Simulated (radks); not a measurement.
# Run report: Hg⁺, atomic calculation

The Hg⁺ ion in the configuration [Xe] 4f14 5d10 6s1 (high spin). Computed at this level: non-relativistic Kohn-Sham, PBE, spin-polarised, spherical densities, point nucleus (the in-house radial solver radks).

Results in brief:

- outcome: converged
- total energy: −18412.4327 hartree
- kinetic energy: 18408.0300 hartree
- electron–nucleus energy: −43823.4071 hartree
- Hartree energy: 7351.6256 hartree
- exchange–correlation energy: −348.681122 hartree
- radius at density 0.001 e/bohr³: 4.01 bohr
- SCF iterations: 15
- hardware: 1 CPU thread, shared host

Remarks:

Relativity is left out, which matters for an atom this heavy.

The input:
```
Z 80
configuration [Xe] 4f14 5d10 6s1
relativity non-relativistic
functional pbe,pbe
spin polarised
nucleus point
```

Energies in input and log are in hartree, lengths in bohr.

Output:
```
1s      1   1.0000       -2757.23033742
2s      1   1.0000        -461.82498774
2p      1   3.0000        -444.25452975
3s      1   1.0000        -108.95284040
3p      1   3.0000        -100.64440884
3d      1   5.0000         -85.14238135
4s      1   1.0000         -23.56613986
4p      1   3.0000         -19.96061778
4d      1   5.0000         -13.32316529
4f      1   7.0000          -4.39672683
5s      1   1.0000          -3.72117832
5p      1   3.0000          -2.56010873
5d      1   5.0000          -0.75111061
6s      1   1.0000          -0.46242666
1s      2   1.0000       -2757.22982264
2s      2   1.0000        -461.82491508
2p      2   3.0000        -444.25439051
3s      2   1.0000        -108.95259625
3p      2   3.0000        -100.64415846
3d      2   5.0000         -85.14222060
4s      2   1.0000         -23.56567177
4p      2   3.0000         -19.96013067
4d      2   5.0000         -13.32266021
4f      2   7.0000          -4.39616868
5s      2   1.0000          -3.72022150
5p      2   3.0000          -2.55838062
5d      2   5.0000          -0.74246362
6s      2   0.0000          -0.43137567
Etot -18412.4326864279
Ekin 18408.030014964417
Encl -43823.40713693846
Eh 7351.625557938267
Exc -348.68112239212263
err 5.24463080847198e-09
it 15
```

Orbitals:

| orbital | occupation | energy (eV) | ⟨r⟩ (bohr) | outer maximum (bohr) |
| --- | --- | --- | --- | --- |
| 1s up | 1 | −75028.1 | 0.01892 | 0.0126 |
| 1s down | 1 | −75028.0 | 0.01892 | 0.0126 |
| 2s up | 1 | −12566.9 | 0.07966 | 0.0682 |
| 2s down | 1 | −12566.9 | 0.07966 | 0.0682 |
| 2p up | 3 | −12088.8 | 0.06730 | 0.0529 |
| 2p down | 3 | −12088.8 | 0.06730 | 0.0529 |
| 3s up | 1 | −2964.8 | 0.2008 | 0.186 |
| 3s down | 1 | −2964.8 | 0.2008 | 0.186 |
| 3p up | 3 | −2738.7 | 0.1912 | 0.175 |
| 3p down | 3 | −2738.7 | 0.1912 | 0.175 |
| 3d up | 5 | −2316.8 | 0.1669 | 0.138 |
| 3d down | 5 | −2316.8 | 0.1669 | 0.138 |
| 4s up | 1 | −641.267 | 0.4411 | 0.415 |
| 4s down | 1 | −641.255 | 0.4411 | 0.415 |
| 4p up | 3 | −543.156 | 0.4447 | 0.414 |
| 4p down | 3 | −543.143 | 0.4447 | 0.414 |
| 4d up | 5 | −362.542 | 0.4515 | 0.406 |
| 4d down | 5 | −362.528 | 0.4515 | 0.406 |
| 4f up | 7 | −119.641 | 0.4714 | 0.362 |
| 4f down | 7 | −119.626 | 0.4714 | 0.362 |
| 5s up | 1 | −101.258 | 1.001 | 0.915 |
| 5s down | 1 | −101.232 | 1.001 | 0.915 |
| 5p up | 3 | −69.664 | 1.085 | 0.968 |
| 5p down | 3 | −69.617 | 1.084 | 0.968 |
| 5d up | 5 | −20.439 | 1.448 | 1.15 |
| 5d down | 5 | −20.203 | 1.434 | 1.15 |
| 6s up | 1 | −12.583 | 2.842 | 2.43 |
| 6s down | 0 | −11.738 | 2.833 | 2.42 |

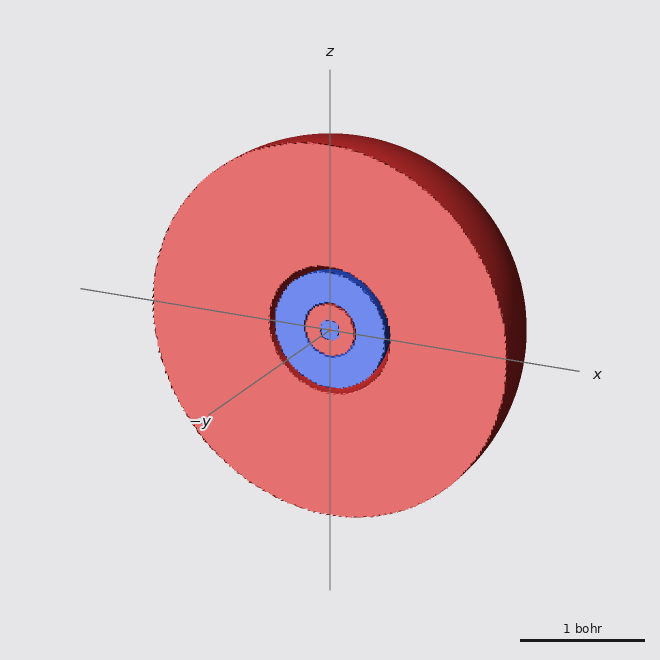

Figure 1. The 5s orbital of up spin. The radial function comes from the spherical calculation and is multiplied by a real spherical harmonic; the overall sign is chosen so that the largest lobe of P(r) is positive. The surface of constant |ψ| that holds about 95 % of the electron is drawn, red where ψ is positive and blue where it is negative, with the half in front of the xz plane cut away and the cut face painted. It has no angular node and 4 radial nodes, at r = 0.0241, 0.0900, 0.226 and 0.519 bohr. The outermost maximum of P² lies at 0.915 bohr, ⟨r⟩ = 1.00 bohr, 90 % of the charge lies within 1.43 bohr, and the eigenvalue is −101.3 eV, with 1 electron in the shell for this spin.

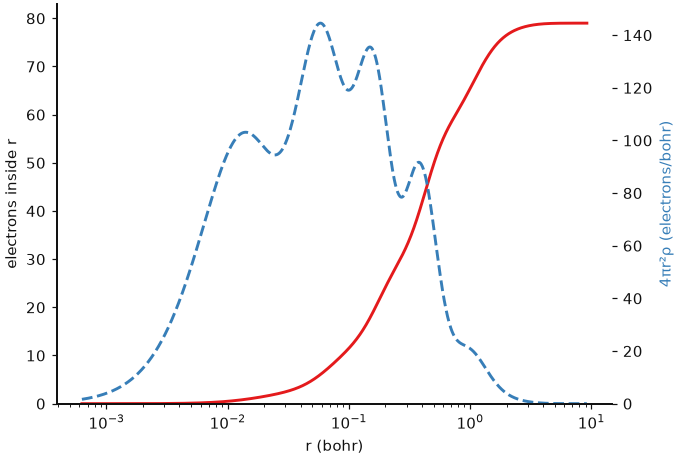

Figure 2. The number of electrons inside radius r (solid) and the radial density 4πr²ρ (dashed). The count levels off at 79 electrons. Half of them lie within 0.377 bohr, 90 % within 1.32 bohr and 99 % within 2.79 bohr. The radial density has minima at 0.0245, 0.0994 and 0.272 bohr, where the count stands at 1.9, 11.4 and 30.5; these part the shells that the density resolves.

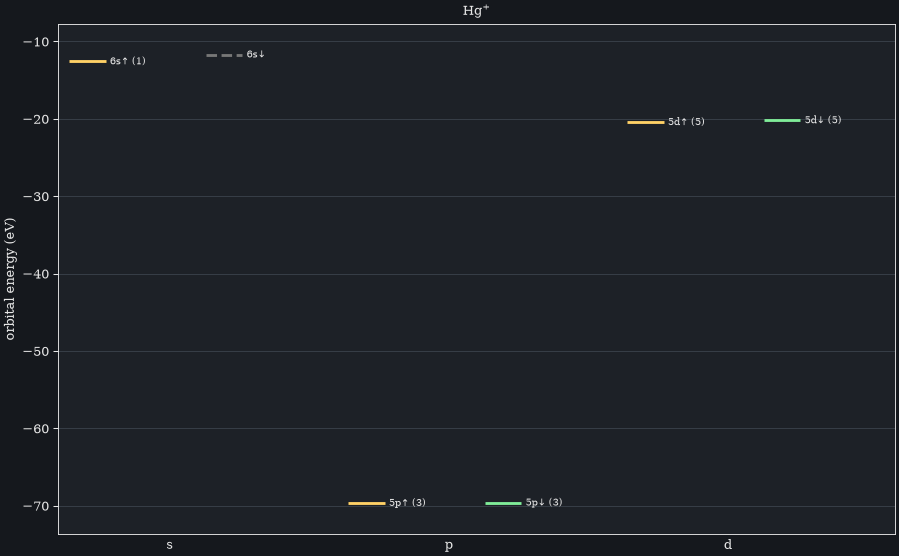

Figure 3. The outer levels are drawn by angular momentum (occupations in brackets, up spins at the left of each column and down spins at the right, empty levels dashed). The highest occupied level is 6s up at −12.6 eV. From the top down the occupied levels run 6s up (−12.6 eV), 5d down (−20.2 eV), 5d up (−20.4 eV), 5p down (−69.6 eV), 5p up (−69.7 eV). The lowest empty level drawn is 6s down at −11.7 eV. The largest exchange splitting (down less up) among the shells drawn in both spins is that of 6s, 0.845 eV.

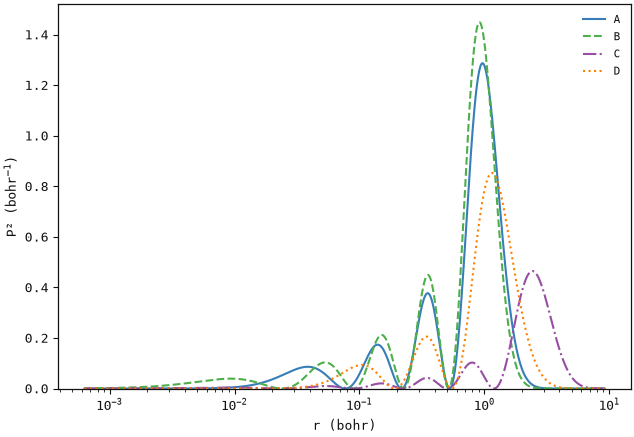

Figure 4. The radial probability densities P² of 5p up, 5d up, 5s up and 6s up. A is 5p up; B is 5s up; C is 6s up; D is 5d up. 5s up: outer maximum at 0.915 bohr, ⟨r⟩ = 1.00 bohr, 4 nodes, eigenvalue −101.3 eV; 5p up: outer maximum at 0.968 bohr, ⟨r⟩ = 1.09 bohr, 3 nodes, eigenvalue −69.7 eV; 5d up: outer maximum at 1.15 bohr, ⟨r⟩ = 1.45 bohr, 2 nodes, eigenvalue −20.4 eV; 6s up: outer maximum at 2.43 bohr, ⟨r⟩ = 2.84 bohr, 5 nodes, eigenvalue −12.6 eV.
